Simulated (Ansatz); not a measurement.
## Relaxing a frame of liquid (Cs,Li)Cl from 900 K (108 atoms)

Wanted: the relaxed structure of a frame of liquid (Cs,Li)Cl from 900 K (108 atoms) and its electronic structure.

Method: Kohn-Sham DFT, PBE, PAW (set soft_2), plane waves, in Ansatz 0.2.0.

**1. Set-up**

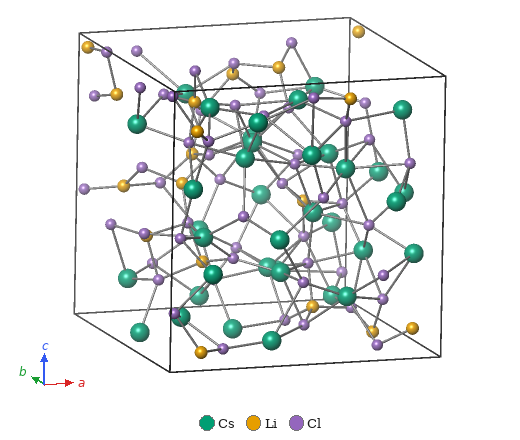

Start, viewed slightly off an axis; caesium teal, lithium orange, chlorine purple. Bonds to atoms that aren't drawn are left out. Some periodic images of atoms are drawn too.

The cell holds 108 atoms: 37 Cs, 17 Li and 54 Cl. Cell: a = 16.229 Å, b = 16.229 Å, c = 16.229 Å, α = 90.0°, β = 90.0°, γ = 90.0°. 108 atoms (37 Cs, 17 Li, 54 Cl) placed at random at 2.56 g/cm³, melted at 1600 K for 10 ps at fixed volume with the Lennard-Jones and Coulomb ion parameters for SPC/E (Joung and Cheatham, J. Phys. Chem. B 112, 9020 (2008)), full charges. Snapshot at the end of a hold of 15 ps at 900 K and zero pressure.

Limits known from the start: The starting topology of bonds comes from the classical model. The ion parameters were fitted for water, not for melts, so the density of this cell may lie well off the real melt's. The Brillouin zone is sampled at Γ only, in a cell whose shortest periodic width is 16 Å. Spin–orbit coupling is left out, which matters for the levels of the heavy elements.

**2. Single point at the start**

The forces at the start show how far the geometry lies from a minimum of this functional.

Contents of input.yaml:

```yaml
crystal:
  lattice:
    - [16.22871, 0.0, 0.0]
    - [0.0, 16.22871, 0.0]
    - [0.0, 0.0, 16.22871]
  atoms:
    - { symbol: Cs, position: [0.33237, 0.0635, 0.85781] }
    - { symbol: Cs, position: [0.14565, 0.30463, 0.1252] }
    - { symbol: Cs, position: [0.73388, 0.27362, 0.62856] }
    - { symbol: Cs, position: [0.90901, 0.89596, 0.29742] }
    [... 98 atom lines left out ...]
    - { symbol: Cl, position: [0.25727, 0.17444, 0.03327] }
    - { symbol: Cl, position: [0.00772, 0.3817, 0.93436] }
    - { symbol: Cl, position: [0.28706, 0.93844, 0.46373] }
    - { symbol: Cl, position: [0.42974, 0.92793, 0.71563] }
    - { symbol: Cl, position: [0.7674, 0.86133, 0.55339] }
    - { symbol: Cl, position: [0.39132, 0.72958, 0.60137] }
kpoints:
  mp_grid: { grid: [1, 1, 1] }
hamiltonian:
  xc: pbe
scf:
  occupations: { method: gaussian, width: 0.025 }
output:
  forces: true
  stress: true
  populations: true
  dos:
    method: { smearing: { sigma: 0.15 } }
    de: 0.1
    projected: { site_lists: { Cl: [Cl], Cs: [Cs], Li: [Li] } }
  eigenvalues: true
```

Command:

```bash
$ ansatz run input.yaml --threads 4 --pin off --max-ram 8192MiB --backend cpu --events-out ev --progress --plain --runs-dir out
```

Elapsed: 86 s, on 4 threads of Arm Neoverse V2, shared host; peak memory 5.5 GiB; 5.6 min of CPU time.

Read from the output:

```yaml
free_energy: -271781.9360 eV
free_energy_per_atom: -2516.4994 eV/atom
scf_cycles: 8
pressure: 1.389 GPa
r_m_s_force_component: 0.434 eV/Å
longest_force: 2.381 eV/Å
fermi_energy: 2.887 eV
spacing_of_highest_filled_and_lowest_empty_level: 3.821 eV
spilling_of_the_projection: 0.00547
```

The r.m.s. force component of 0.43 eV/Å and the pressure of 1.4 GPa set the starting point.

Neighbours are counted within 3.98 Å (Cl-Cs), 3.12 Å (Cl-Li).

Length of the force by element and coordination:

```
element  coordination  atoms  mean length of the force (eV/Å)  spread  least   most
     Cl           all     54                            0.676   0.401  0.120   2.38
     Cl             3      6                            0.829   0.466  0.409   1.78
     Cl             4     16                            0.746   0.499  0.291   2.38
     Cl             5     27                            0.594   0.265  0.120   1.16
     Cl             6      5                            0.710   0.464  0.268   1.57
     Cs           all     37                            0.698   0.394  0.137   1.73
     Cs             3      2                            0.501  0.0821  0.419  0.583
     Cs             4      6                            0.495   0.251  0.209  0.880
     Cs             5     22                            0.794   0.462  0.137   1.73
     Cs             6      6                            0.610   0.125  0.486  0.860
     Cs             7      1                            0.717       0  0.717  0.717
     Li           all     17                            0.430   0.209  0.152  0.899
     Li             3      4                            0.518   0.203  0.269  0.816
     Li             4     13                            0.404   0.204  0.152  0.899
```

**3. Relaxation**

With the cell held, the atoms are moved downhill towards a nearby minimum.

input.yaml, the sections that differ from step 2:

```yaml
output:
  forces: true
relax:
  f_tol: 0.03
  max_steps: 83
# crystal, kpoints, hamiltonian, scf: as in step 2
```

Wall time 25 min (4 threads); peak memory 5.4 GiB.

Step by step (22 of 44):

```
step  energy less that of the first step (eV)  largest force component (eV/Å)
   1                                   0.0000                          1.7438
   3                                  -7.2829                          0.4294
   5                                  -9.7482                          0.1723
   7                                 -10.6770                          0.1487
   9                                 -11.1844                          0.1769
  11                                 -11.4786                          0.1138
  13                                 -11.8552                          0.0679
  15                                 -11.9991                          0.1040
  17                                 -12.1072                          0.0669
  19                                 -12.2068                          0.0871
  21                                 -12.3105                          0.1049
  24                                 -12.4261                          0.0663
  26                                 -12.4834                          0.0372
  28                                 -12.5123                          0.0437
  30                                 -12.5374                          0.0367
  32                                 -12.5555                          0.0235
  34                                 -12.5890                          0.0473
  36                                 -12.6495                          0.0532
  38                                 -12.7115                          0.0369
  40                                 -12.7405                          0.0467
  42                                 -12.7614                          0.0275
  44                                 -12.7692                          0.0104
```

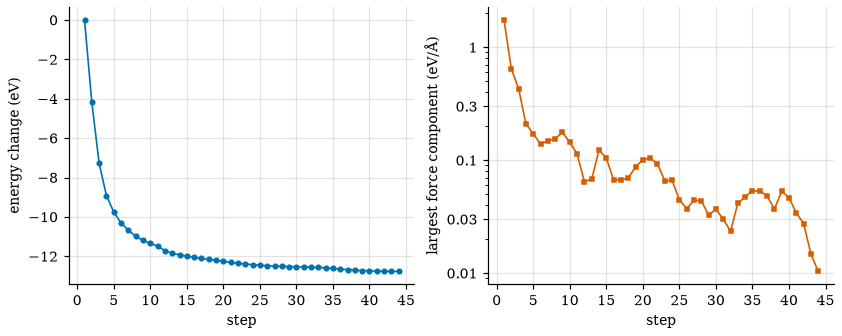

Energy and largest force along the relaxation.

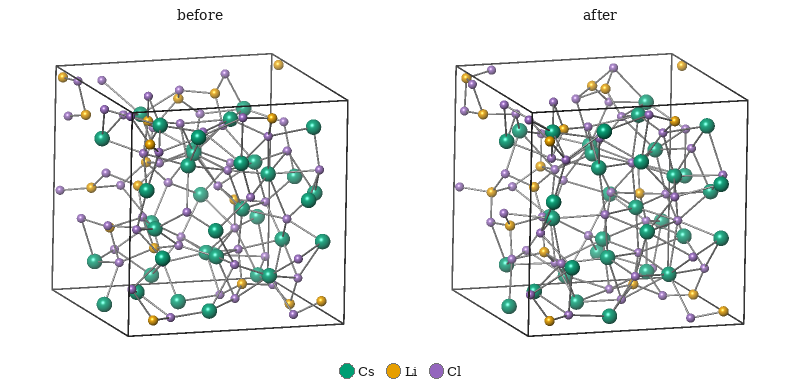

The structure before and after the relaxation, drawn at the same scale. Bonds to atoms that aren't drawn are left out.

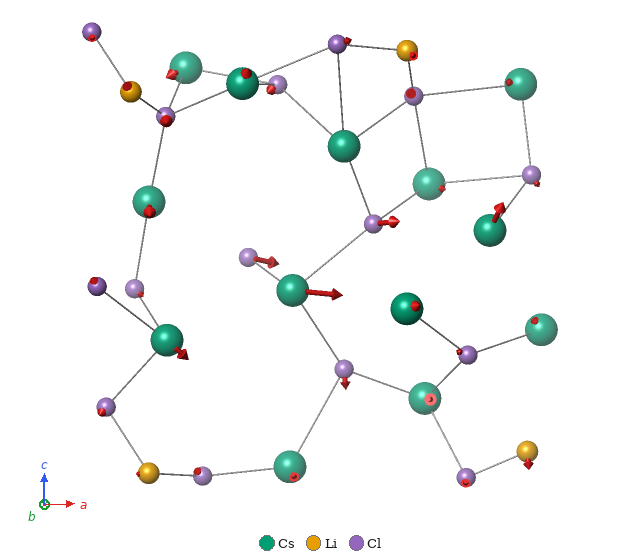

Displacements in the relaxation, scaled; the longest in the cell stands for 2.55 Å. Drawn is a slice 6 Å thick, seen along the normal of the ac plane.

The atoms that moved most (Å):

```
atom      dx      dy      dz  length
 Cs9   2.507   0.380  -0.293   2.552
Cl81   1.704   0.913  -0.452   1.985
Cl94   1.295  -1.468   0.261   1.975
Cs17  -1.321   0.692  -1.269   1.959
Cl60  -1.468  -0.480  -1.127   1.912
Cs16   0.514  -1.137   1.375   1.857
 Cs6   1.115   1.443  -0.072   1.825
Cs25  -0.078  -1.672  -0.485   1.742
```

The relaxation changed the energy by -118 meV/atom, and atoms moved by 0.97 Å r.m.s., 2.6 Å at most.

**4. Structure statistics after relaxation**

Bonds before and after, by the cutoffs listed below:

```
 pair  bonds before  bonds after  mean before (Å)  mean after (Å)  spread before (Å)  spread after (Å)
Cl-Cs           192          215            3.396           3.551              0.281             0.176
Cl-Li            63           65            2.536           2.398              0.166             0.079
```

Density 2.7 g/cm³, 39.58 Å³ an atom.

Pair distribution functions g(r), in bins of 0.2 Å:

```
r (Å)  total  Cl-Cl  Cl-Cs  Cl-Li  Cs-Cs  Cs-Li  Li-Li
 2.20   0.45   0.00   0.00   2.87   0.00   0.00   0.00
 2.40   2.50   0.00   0.00  15.90   0.00   0.00   0.00
 2.60   0.36   0.00   0.00   2.29   0.00   0.00   0.00
 2.80   0.00   0.00   0.00   0.00   0.00   0.00   0.00
 3.00   0.06   0.00   0.00   0.00   0.00   0.00   2.58
 3.20   0.25   0.00   0.32   0.00   0.00   0.00   5.80
 3.40   2.67   0.00   7.79   0.00   0.00   0.00   0.00
 3.60   1.76   0.81   4.21   0.00   0.00   0.40   2.81
 3.80   1.42   2.49   1.72   0.00   0.00   1.90   0.00
 4.00   1.23   2.40   0.58   0.59   0.00   2.69   2.25
 4.20   0.99   1.40   0.28   0.11   1.11   3.54   0.68
 4.40   1.02   1.27   0.53   0.49   1.68   1.70   2.49
 4.60   0.88   1.27   0.20   0.88   2.49   0.64   0.00
 4.80   0.90   1.16   0.37   0.57   2.02   1.17   1.03
 5.00   0.89   0.93   0.31   0.89   2.08   1.50   0.00
 5.20   0.76   0.86   0.47   0.81   1.56   0.69   0.00
 5.40   0.80   0.96   0.55   0.95   0.94   1.03   0.00
 5.60   0.97   1.04   0.73   1.42   0.79   1.30   0.37
 5.80   0.87   0.66   0.71   1.33   1.04   1.21   0.00
 6.00   0.93   0.97   1.01   1.04   0.96   0.61   0.00
 6.20   1.04   0.82   1.17   1.35   0.84   0.99   0.60
 6.40   1.00   1.11   0.92   1.40   0.97   0.40   1.15
 6.60   1.00   0.78   1.23   0.90   1.26   0.43   2.17
 6.80   1.17   1.31   1.21   1.08   1.39   0.46   1.77
 7.00   1.04   1.03   1.20   1.10   0.96   0.66   0.72
 7.20   1.14   1.05   1.42   1.07   0.67   0.94   1.81
 7.40   1.08   0.78   1.45   1.25   0.73   0.88   0.64
 7.60   1.00   0.85   1.18   0.93   0.77   1.03   1.42
```

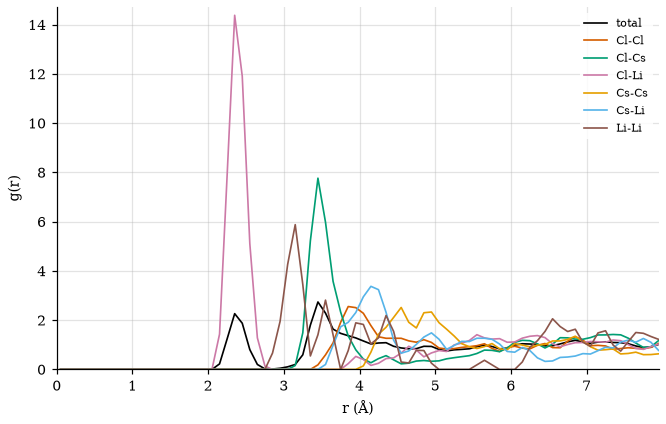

Pair distribution functions, lightly smoothed.

Bonds by pair of elements; cutoffs follow the first minimum of g(r), held within bounds set by covalent radii, and pairs that aren't listed don't count as bonded:

```
pair A-B  cutoff (Å)  bonds  mean length (Å)  spread (Å)  shortest (Å)  B about A  A about B
   Cl-Cs        4.18    215             3.55       0.176          3.27       3.98       5.81
   Cl-Li        2.98     65             2.40       0.079          2.26       1.20       3.82
```

How many atoms have how many bonded neighbours:

```
element  mean  3   4   5   6  7
     Cl  5.18  0   7  30  17  0
     Cs  5.81  0   0  13  18  6
     Li  3.82  3  14   0   0  0
```

Bond angles, per cent of each kind in bins of 5°:

```
angle (°)  Cl-Cs-Cl  Cs-Cl-Cs  Cs-Cl-Li  Cl-Li-Cl  Li-Cl-Li
    55–60       1.0       0.0       0.0       0.0       0.0
    60–65       4.2       0.0       0.5       0.0       0.0
    65–70       9.1       1.1       0.5       0.0       0.0
    70–75       5.3       6.2       5.6       0.0       0.0
    75–80       7.6      11.0       9.3       0.0      22.2
    80–85       8.4      11.9      12.0       0.0      29.6
    85–90       8.4      11.3      16.2       1.1       0.0
    90–95       4.6       7.9       9.3       6.5       3.7
   95–100       6.8       9.6       5.1       8.6       7.4
  100–105       4.9       5.7       4.2      18.3       0.0
  105–110       4.4       3.4       3.7      14.0       7.4
  110–115       3.4       3.1       1.4      18.3       3.7
  115–120       3.0       3.1       4.2      15.1       3.7
  120–125       3.6       1.7       2.8       9.7       3.7
  125–130       4.0       3.7       3.7       6.5       3.7
  130–135       2.5       1.1       2.8       2.1       3.7
  135–140       3.2       2.3       0.9       0.0       7.4
  140–145       2.5       1.7       2.8       0.0       0.0
  145–150       4.6       3.4       4.2       0.0       0.0
  150–155       3.2       2.0       0.9       0.0       0.0
  155–160       1.5       3.1       3.7       0.0       0.0
  160–165       1.3       4.0       2.3       0.0       3.7
  165–170       1.1       0.6       2.3       0.0       0.0
  170–175       1.0       2.0       1.8       0.0       0.0
  175–180       0.4       0.3       0.0       0.0       0.0
```

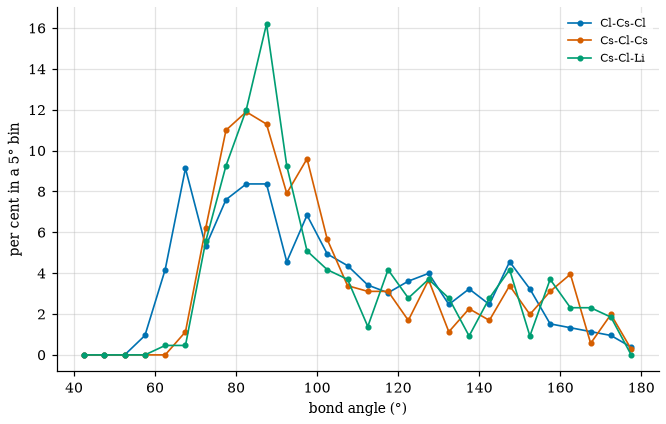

Distributions of the most common bond angles.

Bond angles (no mean is given where the spread exceeds 20°):

```
   angle  count  mean (°)  spread (°)
Cl-Cs-Cl    526         -           -
Cs-Cl-Cs    354         -           -
Cs-Cl-Li    216         -           -
Cl-Li-Cl     93       110        10.3
Li-Cl-Li     27         -           -
```

Bond length by coordination (bonds to H left out):

```
element  coordination  atoms  mean bond length (Å)
     Cl             4      7                  3.12
     Cl             5     30                  3.24
     Cl             6     17                  3.39
     Cs             5     13                  3.49
     Cs             6     18                  3.55
     Cs             7      6                  3.65
     Li             3      3                  2.29
     Li             4     14                  2.42
```

For some of the pairs, g(r) has its first main peak near 3.9 Å (Cl-Cl), 3.5 Å (Cl-Cs), 2.4 Å (Cl-Li), 4.6 Å (Cs-Cs), 4.1 Å (Cs-Li) and 3.2 Å (Li-Li). By these cutoffs 56 % of Cl atoms have 5, 49 % of Cs atoms have 6 and 82 % of Li atoms have 4 bonded neighbours.

**5. Single point at the relaxed geometry**

The electronic structure is read at the final geometry, in a run of its own.

Contents of input.yaml:

```yaml
crystal:
  lattice:
    - [16.22871, 0.0, 0.0]
    - [0.0, 16.22871, 0.0]
    - [0.0, 0.0, 16.22871]
  atoms:
    - { symbol: Cs, position: [0.34117, 0.01273, 0.89492] }
    - { symbol: Cs, position: [0.1404, 0.32426, 0.1251] }
    - { symbol: Cs, position: [0.75618, 0.25708, 0.62142] }
    - { symbol: Cs, position: [0.93381, 0.90801, 0.27367] }
    [... 98 atom lines left out ...]
    - { symbol: Cl, position: [0.2399, 0.15164, 0.05054] }
    - { symbol: Cl, position: [0.00856, 0.38989, 0.95328] }
    - { symbol: Cl, position: [0.25627, 0.95872, 0.45471] }
    - { symbol: Cl, position: [0.39236, 0.97337, 0.68105] }
    - { symbol: Cl, position: [0.77545, 0.785, 0.56741] }
    - { symbol: Cl, position: [0.38616, 0.77272, 0.56302] }
kpoints:
  mp_grid: { grid: [1, 1, 1] }
hamiltonian:
  xc: pbe
scf:
  occupations: { method: gaussian, width: 0.025 }
output:
  forces: true
  stress: true
  populations: true
  dos:
    method: { smearing: { sigma: 0.1 } }
    de: 0.1
    projected: { site_lists: { Cl: [Cl], Cs: [Cs], Li: [Li] } }
  eigenvalues: true
  write_density: true
  write_potential: true
  volumetric_format: npy
```

Wall time 85 s (4 threads); peak memory 5.5 GiB.

The program notes that the exchange-correlation potential is rough where the density is thin.

Read from the output:

```yaml
free_energy: -271794.7052 eV
free_energy_per_atom: -2516.6176 eV/atom
scf_cycles: 7
pressure: 0.03153 GPa
r_m_s_force_component: 0.00355 eV/Å
longest_force: 0.01348 eV/Å
fermi_energy: 2.824 eV
spacing_of_highest_filled_and_lowest_empty_level: 4.325 eV
spilling_of_the_projection: 0.004889
```

Löwdin charges by element and coordination (they lack the spilled electrons, 0.034 e an atom on average):

```
element  coordination  atoms  mean charge (e)  spread   least    most
     Cl           all     54           -0.715  0.0219  -0.758  -0.674
     Cl             4      7           -0.720  0.0173  -0.749  -0.697
     Cl             5     30           -0.714  0.0246  -0.758  -0.674
     Cl             6     17           -0.715  0.0179  -0.744  -0.691
     Cs           all     37            0.829  0.0084   0.812   0.846
     Cs             5     13            0.836  0.0068   0.822   0.846
     Cs             6     18            0.826   0.007   0.812   0.836
     Cs             7      6            0.822  0.0024   0.818   0.825
     Li           all     17            0.687  0.0125   0.667   0.716
     Li             3      3            0.707   0.007   0.699   0.716
     Li             4     14            0.682  0.0082   0.667   0.701
```

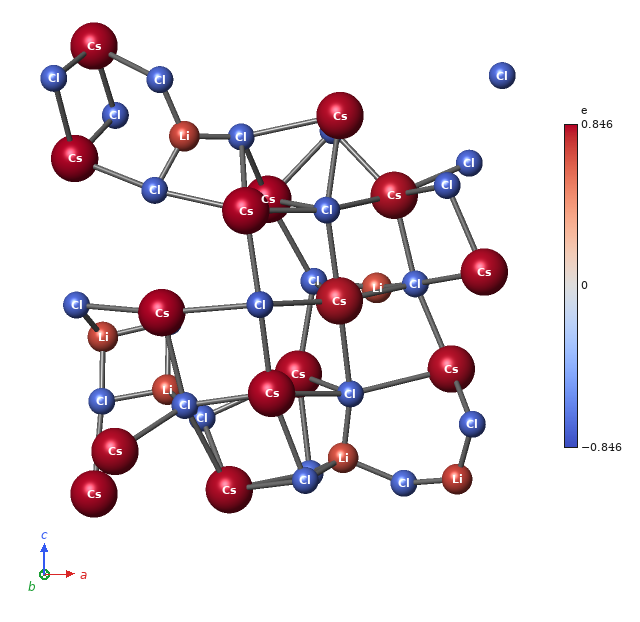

Atoms coloured by Löwdin charge. Drawn is a slice 6 Å thick, seen along the normal of the ac plane. Bonds to atoms that aren't drawn are left out.

States in the cell by windows of 1 eV, zero at the Fermi level; the larger projections on atomic orbitals stand beside the total:

```
from (eV)  to (eV)  total   Cl p   Cs p  Cs s
      -10       -9    0.3    0.0    0.3   0.0
       -9       -8  219.1    3.7  213.5   0.8
       -8       -7    2.6    0.0    2.5   0.0
       -7       -5    0.0    0.0    0.0   0.0
       -5       -4    5.0    4.5    0.0   0.0
       -4       -3  110.8  103.7    1.1   2.1
       -3       -2  208.1  200.8    2.8   2.1
       -2       -1    0.1    0.1    0.0   0.0
       -1        2    0.0    0.0    0.0   0.0
        2        3    6.0    0.2    0.1   4.2
        3        4   55.8    1.7    0.4  20.6
        4        5  116.1    2.0    0.3  16.3
```

Between -26 and -10 eV lie 182 more states.

About 34 of the 762 electrons lie in deeper levels, below the stored range.

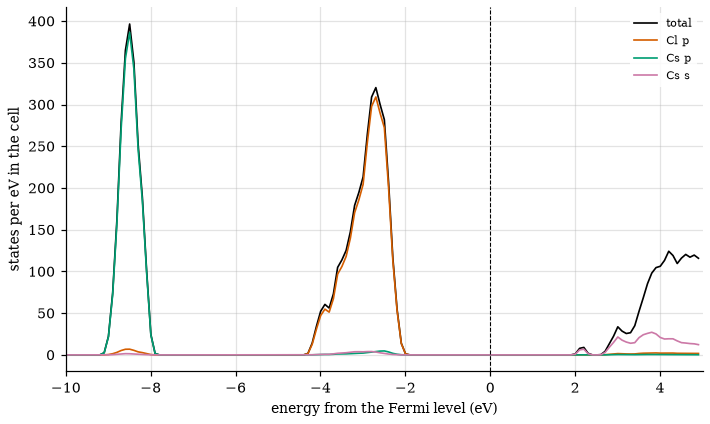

Total and projected density of states, with the broadening of the input.

The levels nearest the highest filled one (over half full), pooled over k-points and spins:

```
level less the highest filled one (eV)  occupation
                                -0.130           2
                                -0.118           2
                               -0.0993           2
                                -0.072           2
                               -0.0616           2
                                     0           2
                                  4.32           0
                                  4.97           0
                                   5.1           0
                                  5.15           0
                                  5.21           0
                                  5.24           0
```

Mean Löwdin charges: Cl -0.71, Cs +0.83, Li +0.69 e (they miss 0.49 % of the electrons, so they add up to more than the cell's charge). The largest share in the top eV of filled states is Cl p (97 % of the projected weight), and in the lowest eV of empty states Cs s (81 % of the projected weight).

**6. Results**

```yaml
energy_change_in_the_relaxation: -118.2 meV/atom
r_m_s_displacement: 0.973 Å
largest_displacement: 2.552 Å
free_energy_per_atom: -2516.6176 eV/atom
pressure: 0.03153 GPa
r_m_s_force_component: 0.00355 eV/Å
spacing_of_highest_filled_and_lowest_empty_level: 4.325 eV
wall_time_of_the_3_dft_runs: 28 min
```

Relaxation lowers the energy by 118 meV/atom and moves atoms by 0.97 Å r.m.s.; the r.m.s. force component goes from 0.43 to 0.0036 eV/Å, the pressure goes from 1.4 to 0.032 GPa, and the gap from 3.82 to 4.32 eV. By the final cutoffs 23 of 255 bonded pairs parted and 48 joined. First to last step the energy falls by 12.769 eV; the largest move, 2.55 Å, is that of Cs9. The Cl-Cs bonds go from 3.396 Å (spread 0.281) to 3.551 Å (spread 0.176), and their number from 192 to 215. By these cutoffs 56 % of Cl atoms have 5, 49 % of Cs atoms have 6 and 82 % of Li atoms have 4 bonded neighbours. The highest filled and lowest empty levels differ by 4.32 eV (at Γ alone); a semilocal functional tends to put such gaps too low. In a disordered cell it changes from sample to sample and from frame to frame.

Caveats: The network of bonds at the start is that of the classical potential that made the cell; in DFT 23 of its 255 bonded pairs passed out of the cutoffs and 48 came within them.

[Logs are printed without paths, hosts, clocks, repeated set-up lines and the standing remarks that a program may print on its own settings, such as how far it seeks lower states.]

[Hosts, paths, dates, database ids (printed as entryN), source tags and the programs' standing remarks are cut or masked in the printed files.]
